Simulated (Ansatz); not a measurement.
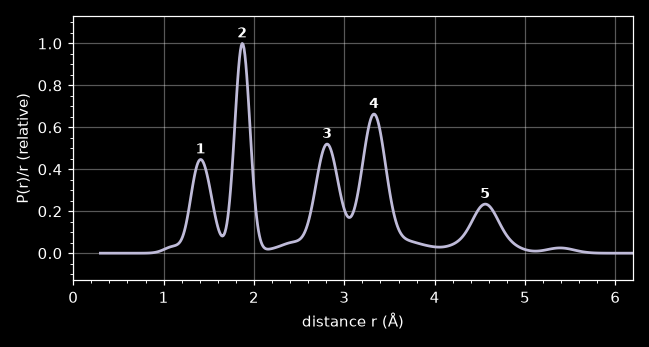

Simulated gas electron diffraction: radial distribution curve of C₂H₇ClSi₂. Each pair of atoms contributes with weight ZᵢZⱼ/r; damping constant 0.002 Å²; vibrational amplitudes assumed, not computed: 0.05 Å for bonds, 0.078 Å for bonds to H, 0.06 + 0.015 r up to 0.15 Å for other pairs. The geometry is the end point of an optimisation (RKS BLYP/STO-3G in Ansatz 0.2.0); it may be a saddle point or a higher isomer.

### Assign the numbered peaks of the radial distribution curve (– bonded, ··· not bonded).

Peak 1, 1.41 Å: C–C 1.35 Å, Si–H 1.45–1.46 Å (×6), not resolved
Peak 2, 1.87 Å: Cl–C 1.84 Å, Si–C 1.89 Å (×2)
Peak 3, 2.81 Å: C···H 2.73–3.02 Å (×7), Si···C 2.78–2.84 Å (×2), Cl···C 2.82 Å, not resolved
Peak 4, 3.33 Å: Si···Si 3.29 Å, Cl···Si 3.35 Å, not resolved
Peak 5, 4.56 Å: Si···H 4.25–4.50 Å (×2), Cl···Si 4.56 Å, Cl···H 4.77–4.85 Å (×2), not resolved
